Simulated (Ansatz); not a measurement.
A series of calculations on CH₅Ga

## 1. Relaxation

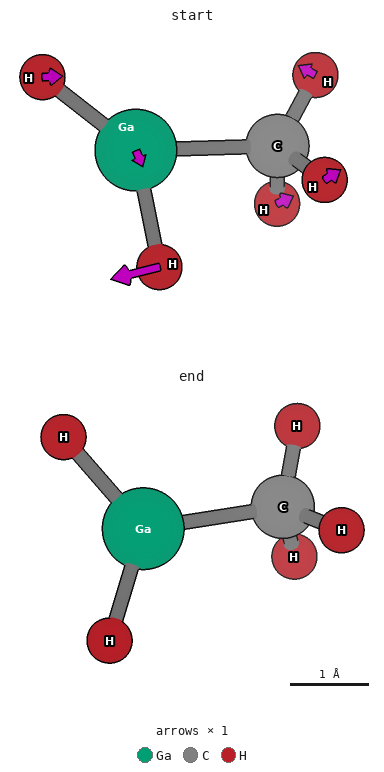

The structure of CH$_{5}$Ga before (top) and after (bottom) a relaxation, at one scale. The purple arrows give the displacements, at their true length.

The picture is a ball-and-stick view, seen at a tilt.

The run prepares an end point of a later path (reaction) calculation, from a guessed geometry.

The calculation used RKS PBE0/def2-SVP (Ansatz 0.2.0). Set-up: no spin polarisation; force threshold 0.03 eV/Å; at most 50 steps.

Question: Summarise the run.

Answer: After 5 geometry steps the energy has fallen by 57.6 kJ/mol. The largest force component goes from 1.5 to 0.017 eV/Å. The largest move after the best rigid fit is that of an H atom, 0.71 Å. By element the largest moves are H 0.71 Å, Ga 0.25 Å, C 0.07 Å. Near-neighbour distances that change, for instance: Ga–H 1.549 → 1.575 Å, C–Ga 1.958 → 1.967 Å. Bond angles that change, for instance: C–Ga–H 83.9° → 119.5°, C–Ga–H 139.9° → 121.7°, H–Ga–H 136.2° → 118.8°. The run took 7.9 s on 1 thread of Intel(R) Xeon(R) 6975P-C (Granite Rapids), with other jobs on the host, peak memory 0.15 GiB.

## 2. Relaxation

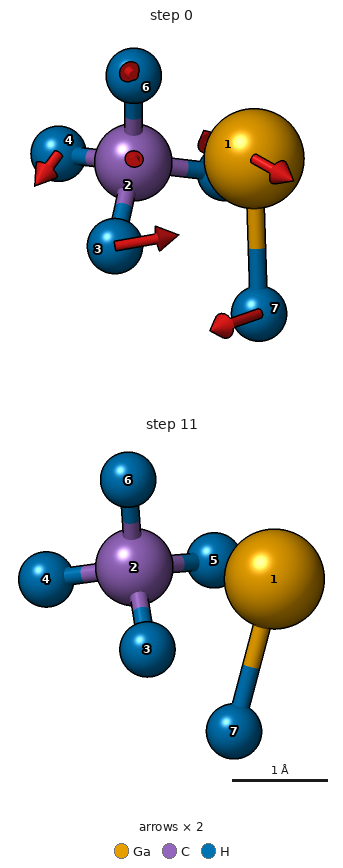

The structure of CH5Ga before (top) and after (bottom) a relaxation, at one scale. The red arrows give the displacements, magnified 2 times.

Style: ball-and-stick. Shown from a free direction.

The run prepares an end point of a later path (reaction) calculation, from a guessed geometry.

Computed with RKS PBE0/def2-SVP (Ansatz 0.2.0).

Input file:
```yaml
crystal:
  periodic: [false, false, false]
  atoms:
    - { symbol: Ga, position_ang: [-0.147703, 0.047525, -1.085088] }
    - { symbol: C, position_ang: [1.513241, -0.030524, 1.628916] }
    - { symbol: H, position_ang: [0.526782, -0.514909, 1.658248] }
    - { symbol: H, position_ang: [2.150926, -0.466372, 2.410115] }
    - { symbol: H, position_ang: [1.391832, 1.045658, 1.812518] }
    - { symbol: H, position_ang: [2.000041, -0.186697, 0.649702] }
    - { symbol: H, position_ang: [-1.377718, 0.10532, 0.063289] }
basis:
  gaussian: { orbitals: def2-SVP }
hamiltonian:
  xc: pbe0
relax:
  f_tol: 0.03
  max_steps: 50
```

Run as
```bash
ansatz run input.yaml --threads 1 --pin off --max-ram 2048MiB --backend cpu --events-out ev --progress --plain --runs-dir out
```

Question: Summarise the run.

Answer: The largest move after the best rigid fit is that of H7, 0.41 Å. Largest moves by element: H 0.41 Å, Ga 0.31 Å, C 0.11 Å. After 9 accepted moves (11 points after the start) the energy has fallen by 0.52 kcal/mol. The largest force component goes from 0.15 to 0.018 eV/Å. The line search rejected the trial steps at points 2, 8 of the run. The forces were under the threshold at step 3, but the run went on from there. Cost: 15 s on 1 thread of Intel(R) Xeon(R) 6975P-C (Granite Rapids), with other jobs on the host, peak memory 0.15 GiB.

Limits of the set-up: the start holds two separate molecules, 2.6 Å apart at their closest, whose relative position is a soft coordinate and is computed without a dispersion correction.

## 3. Path

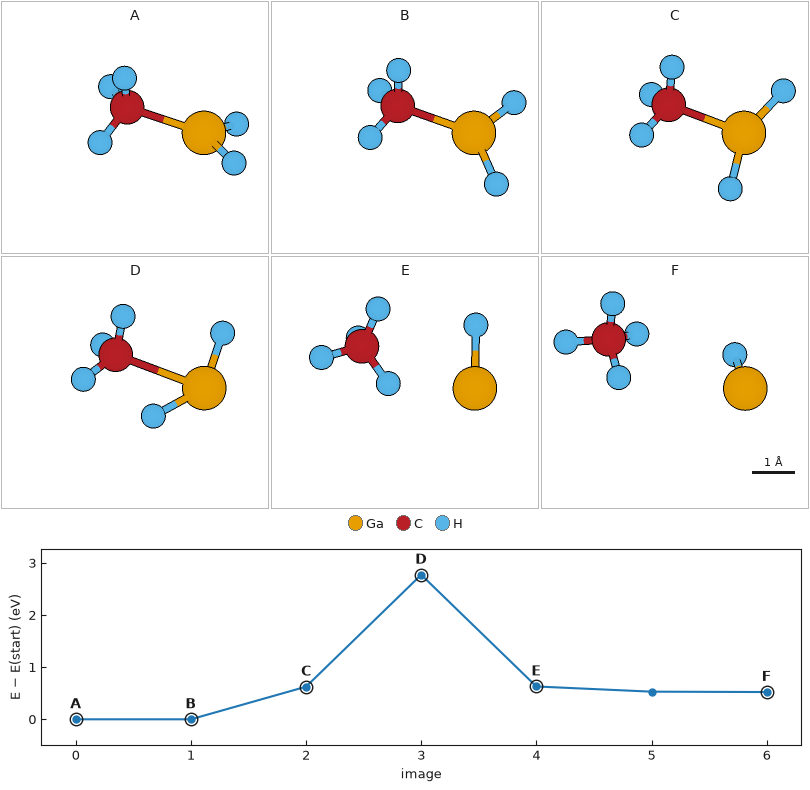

NEB run on CH5Ga. Images are numbered from 0 (start) to 6 (end). Frames A to F are images 0, 1, 2, 3, 4, 6. Style: ball-and-stick. Shown from a free direction.

The calculation used RKS PBE0/def2-SVP in Ansatz 0.2.0. Settings: 5 movable images; climbing image; force threshold 0.05 eV/Å; iteration limit 60; starting path through a guess of the saddle point.

> Read off the barrier and say what moves.

Breaking: C–Ga (1.97 → 3.52 Å), Ga–H (1.58 → 3.21 Å). Forming: C–H (3.07 → 1.10 Å). The energy climbs by 2.77 eV to image 3 and then falls by 2.25 eV, so the end point sits at +0.52 eV. The band converged in 17 iterations, with a climbing image at the top.

The run took 110 s on 1 thread of Intel(R) Xeon(R) 6975P-C (Granite Rapids), with other jobs on the host, peak memory 0.15 GiB.
